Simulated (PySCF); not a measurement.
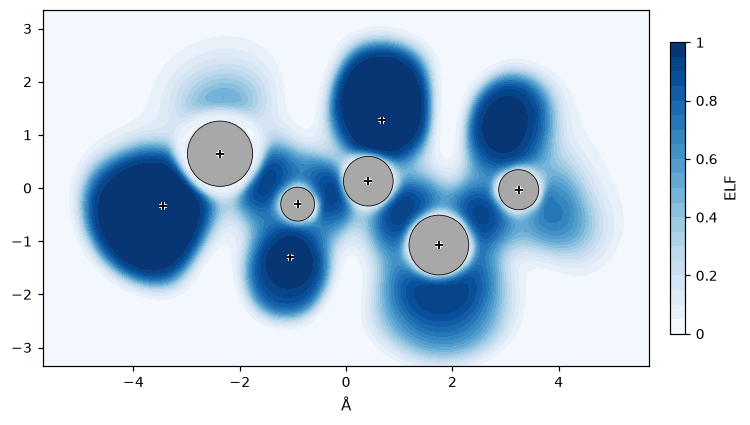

The electron localisation function on a plane through atoms (crosses mark nuclei in the plane; grey discs cover the cores).

The calculation used PBE0/def2-SVPD, SCF density, gas phase (PySCF).

Candidates:
A. CH$_{8}$BNSSi (SMILES CSBN[SiH3])
B. C$_{4}$H$_{2}$F$_{2}$O$_{2}$ (SMILES FC1=COC=C(F)O1)
C. C$_{3}$H$_{2}$F$_{2}$N$_{2}$O$_{2}$ (SMILES FC(F)Oc1ncno1)

### Which system is this?

Candidate A: CH$_{8}$BNSSi on the plane of atoms Si5, N4 and H10, which holds C, S, B, N, Si and H. B–N (1.40 Å): the ELF peaks at about 0.95 between the atoms; a polar covalent bond. Si–N (1.74 Å): the ELF peaks at about 0.95 between the atoms: a polar covalent bond.
